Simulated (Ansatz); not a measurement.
## Fields on a plane of LiNbO3 (space group R-3)

```xyz
10
Lattice="2.5728 1.4854 4.6193 -2.5728 1.4854 4.6193 0.0000 -2.9708 4.6193" Properties=species:S:1:pos:R:3 pbc="T T T"
Li     0.0000     0.0000     4.9437
Li     0.0000     0.0000     8.9143
Nb     0.0000     0.0000     1.9971
Nb     0.0000     0.0000    11.8610
O     -0.8753    -1.6823     8.0222
O      0.8753     1.6823     5.8359
O     -1.0193     1.5991     8.0222
O      1.0193    -1.5991     5.8359
O      1.8945     0.0831     8.0222
O     -1.8945    -0.0831     5.8359
```

The slice is a (0001) plane (indices of the conventional cell) through the point (0.144, 0.144, 0.144) (fractional), spanned by u = [1 0 -1] and v = [-1 2 -1] in vectors of this cell: u (5.15 Å) and v (8.91 Å, at 90° to u). It covers one period; positions are fractions (u, v).

Atoms on it: Nb at (0.00, 0.00); Nb at (0.50, 0.50). Other atoms lie within 1 Å of the plane.

The numbers are results of LDA (plane waves to 420 eV, PAW, scalar-relativistic; Ansatz, a program for electronic structure), not measurements. k mesh 8×8×8. These are valence fields of a PAW run, semicore shells included where kept as valence: close to a nucleus they are smooth pseudo fields. LiNbO3 is run without spin polarisation. LiNbO3 was relaxed with its symmetry unable to fall. This is one of several known forms of LiNbO3; the measured ambient cells at hand have space group No. 161.

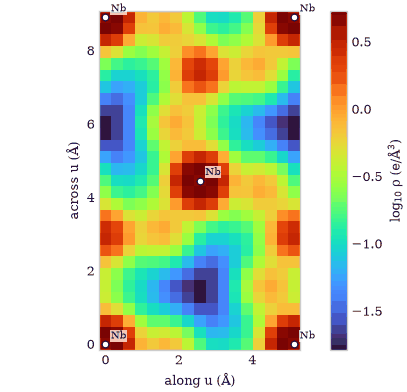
Fig. 1. Log₁₀ of the valence density in e/Å³, one period of the plane, atoms marked. The scale is logarithmic, as a density can span decades between atoms and voids.

```
|x@#:*@%+.  ..:%%|
|@@=.+*=:.. .-:-#|
|-: .:::+#+.:**=:|
|.  ...-%@%=-%@%=|
|.  .  =%@@=:#@%+|
|.    .:*%*:.+##=|
|    :-:::. .:--:|
|   :+##=:.      |
|   =#@@#=..     |
|   -*%%*:.      |
|   .-=-:::   .. |
|    ..=#@@+.:==-|
|.    :@@x@%:=%#+|
|:  . -@xxx%:*@@*|
|.  ..:%%x@#:*@%+|
|.. .-:-#@@=.+*=:|
|#+.:**=:-: .:::+|
|@%=-%@%=.  ...-%|
|@@=:#@%+.  .  =%|
|%*:.+##=.    .:*|
|:. .:--:    :-::|
|:.         :+##=|
|=..        =#@@#|
|:.         -*%%*|
|::   ..    .-=-:|
|@@+.:==-    ..=#|
|x@%:=%#+.    :@@|
|xx%:*@@*:  . -@x|
```
Scale: ten equal steps from 0.01 (start of ' ') to 0.80 (end of '@'), in the order ' .:-=+*#%@'. Values: electron localisation function (ELF). The map has 16 points along u (one character each, u = 0 at the left) and 28 along v (v = 0 in the bottom row). Points within 0.4 Å of a nucleus are blanked (x), as the pseudised field means little there.
